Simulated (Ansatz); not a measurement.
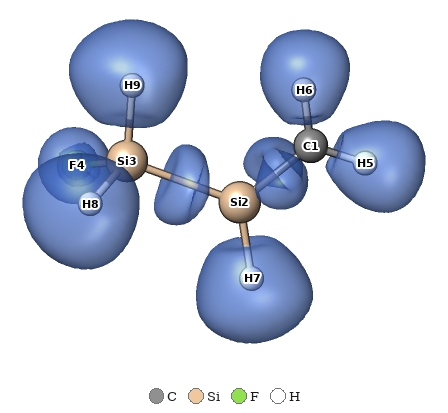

Figure. CH5FSi2 (SMILES C=[SiH][SiH2]F). Isosurface of the electron localisation function at 0.8 (blue), seen at a tilt. Core shells and regions of very low density are left out.

Level of theory: RKS PBE/cc-pVDZ in Ansatz 0.2.0.

```xyz
9

C    -0.3577    1.6788   -0.9307
Si    0.4022    0.1202   -0.8093
Si    0.0571   -1.2012    1.0869
F    -0.7619   -2.6047    0.6963
H    -0.1979    2.3538   -1.7867
H    -1.0347    2.0495   -0.1447
H     1.3239   -0.3491   -1.9031
H     1.3546   -1.6272    1.7274
H    -0.7855   -0.4202    2.0638
```

### Where are the electrons localised?

The ELF exceeds this value in one region between bonded C–Si atoms (shared pairs), one region between bonded Si–Si atoms (shared pairs), five regions around hydrogen nuclei and one region wrapped around F (its lone pairs, merged into a ring or cap). Along the contacts the grid gives the following. Si–F (1.67 Å): the ELF peaks at about 0.85 in the valence shell of F, 0.6 Å from its nucleus, and is about 0.50 at the midpoint. C–Si (1.74 Å): the ELF peaks at about 0.90 between the atoms; localised, covalent bonding.
